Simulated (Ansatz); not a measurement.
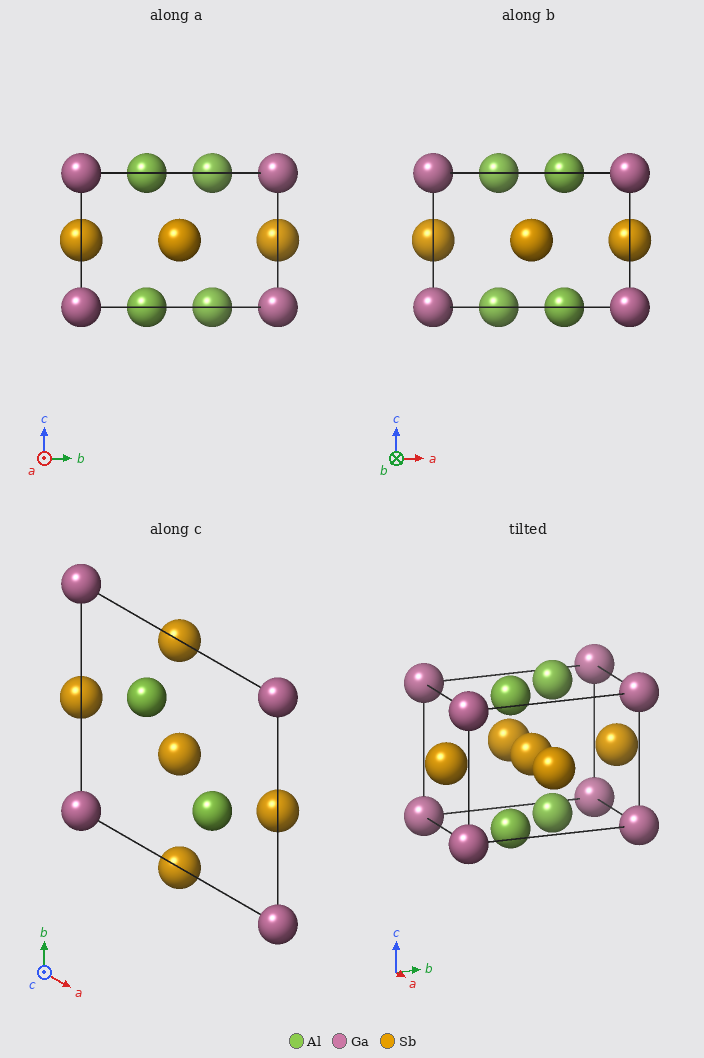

We look at a spheres-only model of the crystal along the a axis, along the b axis, along the c axis and slightly off an axis. One conventional unit cell is framed, with atoms on its boundary repeated.

Lattice parameters: a = 6.9214 Å, b = 6.9214 Å, c = 4.0899 Å, α = 90.000°, β = 90.000°, γ = 120.000°.

> Reconstruct the structure as a CIF in P1 with every atom of the cell.

```cif
data_structure
_symmetry_space_group_name_H-M 'P 1'
_symmetry_Int_Tables_number 1
_cell_length_a 6.9214
_cell_length_b 6.9214
_cell_length_c 4.0899
_cell_angle_alpha 90.000
_cell_angle_beta 90.000
_cell_angle_gamma 120.000
_cell_volume 169.68
loop_
_atom_site_label
_atom_site_type_symbol
_atom_site_fract_x
_atom_site_fract_y
_atom_site_fract_z
_atom_site_occupancy
Al1 Al 0.6667 0.3333 0.0000 1
Al2 Al 0.3333 0.6667 0.0000 1
Ga1 Ga 0.0000 0.0000 0.0000 1
Sb1 Sb 0.5000 0.0000 0.5000 1
Sb2 Sb 0.0000 0.5000 0.5000 1
Sb3 Sb 0.5000 0.5000 0.5000 1
```

The cell started as a structure type filled with these elements by a generator (whether the compound takes this form wasn't checked). The structure drawn was relaxed with Ansatz 0.2.0, DFT PBE, scalar-relativistic, plane waves, PAW.
